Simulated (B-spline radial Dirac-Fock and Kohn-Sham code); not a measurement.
Atomic Ir, N6 (4f5/2) edge at 63.8 eV. Level of theory: the first Born approximation on oscillator strengths in a Dirac–Hartree–Slater potential with a Latter tail, continuum alone (no white lines or fine structure); calculated with a B-spline radial code.

A figure with this caption is to be made: «Energy-differential cross section of an inner-shell edge in electron energy loss, for the beam voltage and collection angle in the key.» What will it show?

The spectrum shows a delayed maximum about 120 eV above the edge: 100 b/eV just above threshold, 250 b/eV at most and 83 b/eV 300 eV higher, for 100 kV, 5 mrad. Integrated over the first 100 eV that is 15700 b.

Here it is:

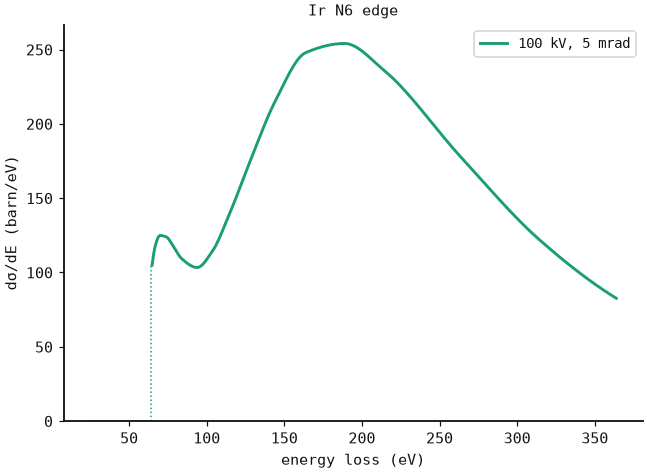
